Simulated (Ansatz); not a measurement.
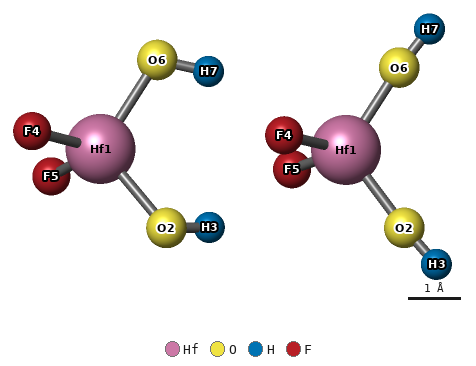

Two geometries of HfH2O2F2, drawn at one scale. One is the start of a relaxation, the other its converged end. A ball-and-stick model, seen face on.

The calculation used Ansatz, RKS PBE0-D4/def2-SVP. Set-up: no spin polarisation; force threshold 0.02 eV/Å; at most 40 steps.

**Which one is relaxed?**

The right one is the relaxed one. The run prepares the start of a later molecular dynamics calculation, from a guessed geometry. The largest moves after the best rigid fit, 0.89 Å, are those of H3 and H7. By element the largest moves are H 0.89 Å, F 0.28 Å, O 0.27 Å, Hf 0.16 Å. Near-neighbour distances that change, for instance: Hf1–O2 2.070 → 1.915 Å, Hf1–F4 1.980 → 1.921 Å, O2–H3 1.010 → 0.954 Å. Bond angles that change, for instance: Hf1–O2–H3 109.5° → 175.5°, Hf1–O6–H7 109.5° → 174.7°, O2–Hf1–O6 109.5° → 111.5°. Over 7 geometry steps the energy falls by 0.963 eV. The largest force component goes from 2.7 to 0.0056 eV/Å. Cost: 25 s on 2 threads of Arm Neoverse V2, on a shared host, peak memory 0.2 GiB.
